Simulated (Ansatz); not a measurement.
Where the default PAW files enter, the runs use the earlier of Ansatz's two default sets.

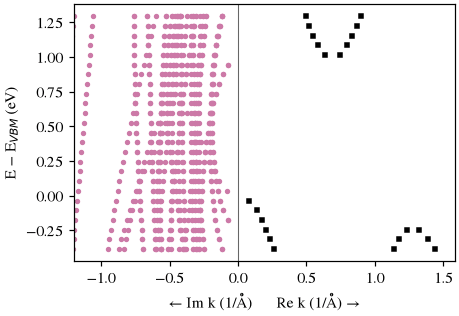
Figure: Complex bands at the centre of the two-dimensional zone; r2SCAN (Ansatz, a quantum-chemistry and plane-wave program)

The gap is the functional's own. No spin-orbit coupling. Mid-gap values are interpolated on the energy grid.

**Question.** This is WSe2 (P6_3/mmc, 6 atoms a cell, 19.8 Å³ an atom, 2 GPa at this level) along the normal of (110). Read off the slowest decay at the centre of the two-dimensional zone at 0.53 eV, the computed energy nearest the middle of the gap.

**Answer.** κ ≈ 0.19 1/Å, a decay length 1/(2κ) of the density of 2.6 Å.
